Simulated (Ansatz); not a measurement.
**Si₂H₄O (SMILES O[SiH]=[SiH2]): a rigid scan of the bond length O1–Si2**

Aim: the energy along the bond length O1–Si2, from CCSD(T) and from cheaper methods, relative to the minimum. No other atom is relaxed.

Computed with Ansatz 0.2.0, Gaussian basis. Level: single points in def2-TZVPP.

Levels: PBE-D4, r2SCAN-D4, PBE0-D4, B3LYP-D4, wB97M-V, Hartree-Fock, MP2, CCSD, CCSD(T). The scan takes 1.474, 1.507, 1.555, 1.611, 1.674, 1.741, 1.812, 1.887, 1.966 Å.

Cores are frozen in the correlated methods. B3LYP uses VWN-RPA correlation.

31 further runs of the same task are left out: 31 set aside as unsound or not needed.

**1. Where the work starts**

The minimum, relaxed at PBE0-D4: SMILES `O[SiH]=[SiH2]`, 7 atoms, charge 0, spin multiplicity 1.

Atoms are counted from 1 here; the program's logs count them from 0.

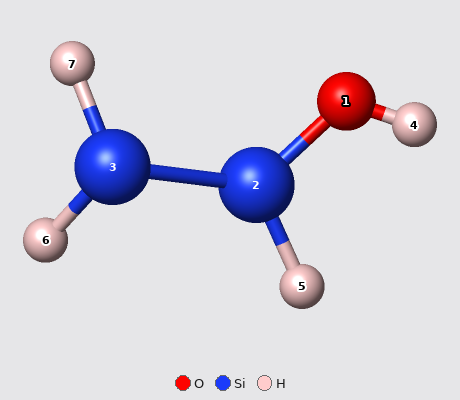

As it starts; oxygen red, silicon blue, hydrogen pink; atoms are numbered from 1 in the order of the file.

Coordinates:

```xyz
7
H4OSi2
O    -1.46854   -1.06065   -0.58265
Si   -0.46590    0.20918   -0.32723
Si    1.34808    0.11106    0.90910
H    -2.40715   -0.88572   -0.67306
H    -1.26292    1.46978   -0.39923
H     2.14138    1.29234    0.45097
H     2.11504   -1.13598    0.62211
```

Energies of the minimum (eV), from earlier single points: PBE-D4 -17858.00039, r2SCAN-D4 -17865.72291, PBE0-D4 -17859.36967, B3LYP-D4 -17869.65897, wB97M-V -17866.10093, CCSD(T) -17840.29105.

At the minimum the bond length O1–Si2 is 1.638 Å.

**2. O1–Si2 = 1.474 Å**

The input, ccsdt-tzvpp/in.yaml:

```yaml
crystal:
  periodic: [false, false, false]
  atoms:
    - {symbol: O, position_ang: [-1.468537, -1.060655, -0.582649]}
    - {symbol: Si, position_ang: [-0.566277, 0.082050, -0.352805]}
    - {symbol: Si, position_ang: [1.247700, -0.016074, 0.883526]}
    - {symbol: H, position_ang: [-2.407147, -0.885723, -0.673061]}
    - {symbol: H, position_ang: [-1.363305, 1.342651, -0.424806]}
    - {symbol: H, position_ang: [2.040997, 1.165207, 0.425398]}
    - {symbol: H, position_ang: [2.014663, -1.263116, 0.596540]}
basis:
  gaussian: {orbitals: def2-TZVPP}
correlation: {method: ccsd_t}
```

The command line of these runs was not kept.

The runs that follow: O1–Si2 = 1.507 Å; O1–Si2 = 1.555 Å; O1–Si2 = 1.611 Å; O1–Si2 = 1.674 Å; O1–Si2 = 1.741 Å; O1–Si2 = 1.812 Å; O1–Si2 = 1.887 Å; O1–Si2 = 1.966 Å.

What does the calculation give? Wanted: highest point, CCSD(T); lowest point, CCSD(T); minimum along the scan, CCSD(T); RMS deviation from CCSD(T); largest T1 diagnostic.

As calculated:

```
                       quantity                                                                                               value
         highest point, CCSD(T)                                                                                  973 meV at 1.966 Å
          lowest point, CCSD(T)                                                                                    0 meV at 1.638 Å
minimum along the scan, CCSD(T)                                                                                             1.644 Å
                curvature there                                                                                          32.5 eV/Å²
     RMS deviation from CCSD(T)  PBE-D4 73, r2SCAN-D4 15, PBE0-D4 31, B3LYP-D4 15, wB97M-V 22, Hartree-Fock 150, MP2 6, CCSD 29 meV
          largest T1 diagnostic                                                                                               0.020
```

In words: A polynomial through the near points puts the CCSD(T) minimum 0.006 Å above the PBE0-D4 value. It is steeper on the short side than on the long one. Curvature against CCSD(T): PBE-D4 -9 %, Hartree-Fock +15 %. Best along the scan: MP2. Worst: Hartree-Fock. The restricted Hartree–Fock reference is unstable towards an unrestricted one at one or more of these structures.
